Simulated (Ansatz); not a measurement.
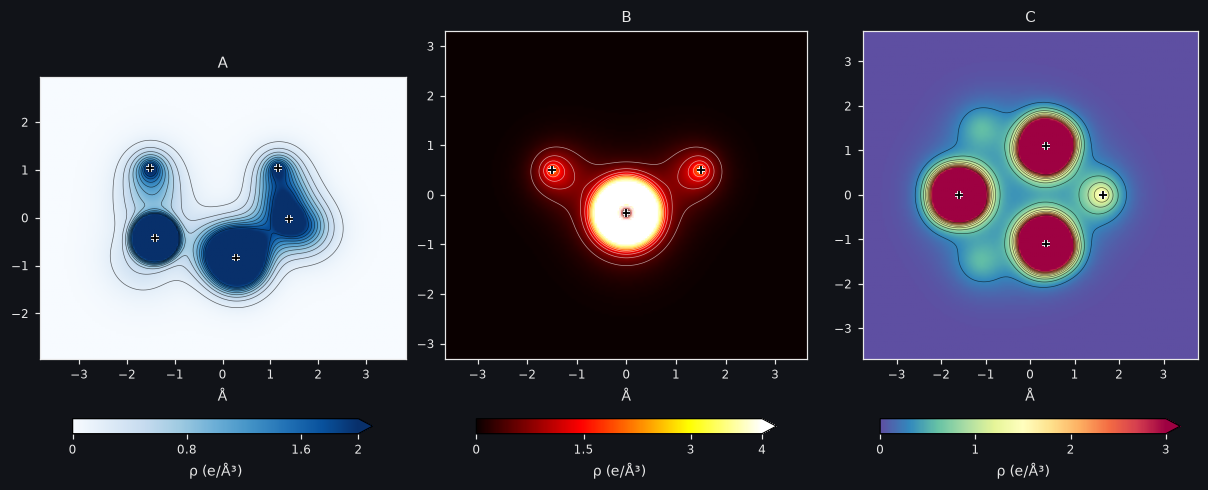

The electron density of 3 systems, each on a plane through atoms (crosses mark nuclei in the plane).

Theory: UKS PBE0-D4/def2-TZVP (Ansatz).

System 1: CH₆OSi (charge +1, doublet), the plane of atoms O2, Si1 and H9. Geometry: PBE0-D4/def2-TZVP.

```yaml
atoms:
  - { symbol: Si, position_ang: [-0.3941, 0.6123, -1.2646] }
  - { symbol: O, position_ang: [0.3109, 0.4641, 0.3266] }
  - { symbol: C, position_ang: [0.3490, -0.6058, 1.1767] }
  - { symbol: H, position_ang: [-0.1366, -1.5056, 0.8018] }
  - { symbol: H, position_ang: [-0.0674, -0.2587, 2.1478] }
  - { symbol: H, position_ang: [1.4122, -0.7607, 1.4584] }
  - { symbol: H, position_ang: [0.8423, 0.9188, -2.0295] }
  - { symbol: H, position_ang: [-1.2543, 1.8002, -1.0508] }
  - { symbol: H, position_ang: [-1.0622, -0.6646, -1.5664] }
```

System 2: H₄Ni₃ (quintet), the plane of atoms Ni1, Ni2 and Ni3. Geometry: r2SCAN-D4/def2-SVP.

```yaml
atoms:
  - { symbol: Ni, position_ang: [0.0931, 0.2547, -1.2348] }
  - { symbol: Ni, position_ang: [1.0549, -0.4517, 0.6612] }
  - { symbol: Ni, position_ang: [-1.0884, 0.1994, 0.6117] }
  - { symbol: H, position_ang: [-1.4727, 0.8522, -0.9159] }
  - { symbol: H, position_ang: [-0.2822, -1.2219, -0.2190] }
  - { symbol: H, position_ang: [0.0071, 0.1428, 1.8619] }
  - { symbol: H, position_ang: [1.6883, 0.2245, -0.7650] }
```

System 3: H₂Sn···H₂Sn (charge +1, quartet), the plane of atoms H4, Sn2 and H5. Geometry: B3LYP-D4/def2-TZVP; core potentials replace the inner electrons of Sn.

```yaml
atoms:
  - { symbol: Sn, position_ang: [1.5940, 0.5079, 0.2005] }
  - { symbol: Sn, position_ang: [-1.5947, -0.5073, -0.1954] }
  - { symbol: H, position_ang: [2.0530, -0.4751, -1.1497] }
  - { symbol: H, position_ang: [-2.0490, 0.4899, 1.1461] }
  - { symbol: H, position_ang: [-1.5836, 0.1499, -1.7978] }
  - { symbol: H, position_ang: [1.5804, -0.1654, 1.7963] }
```

Match each panel to its system.

Answer. Panel A is system 1, CH₆OSi: the plane holds Si, O, C and H. C–O (1.37 Å): the density is about 2.2 e/Å³ at the midpoint, with its minimum of 1.8 e/Å³ about 0.5 Å from C. Panel B is system 3, H₂Sn···H₂Sn: the plane holds Sn and H. Sn–H (1.73 Å): ρ is about 1.1 e/Å³ halfway. Panel C is system 2, H₄Ni₃: the plane holds Ni and H. Ni–Ni (2.19 Å): ρ is about 0.48 e/Å³ halfway.
